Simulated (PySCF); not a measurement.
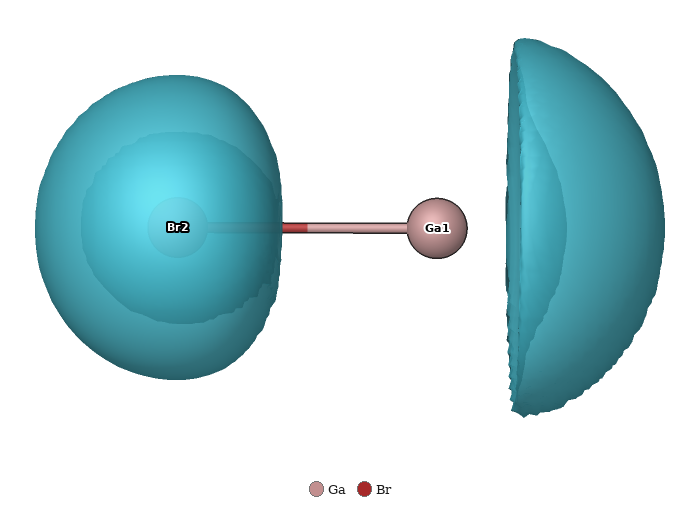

Figure. GaBr. Isosurface of the ELF at 0.75 (cyan), seen from one side. Core shells and regions of very low density are left out.

All numbers below come from PBE0/pcseg-1, non-relativistic, at a bond length of 2.399 Å in PySCF.

```yaml
atoms:
  - { symbol: Ga, position_ang: [0.0000, 0.0000, -1.2806] }
  - { symbol: Br, position_ang: [0.0000, 0.0000, 1.1184] }
```

**Describe the localisation domains.**

At this value the surface marks out one lobe on Ga, pointing away from the bonds (lone pairs) and one region wrapped around Br (its valence shell). Profiles from the grid: Ga–Br (2.40 Å): the ELF peaks at about 0.75 in the valence shell of Br, 1.0 Å from its nucleus, and is about 0.55 at the midpoint.
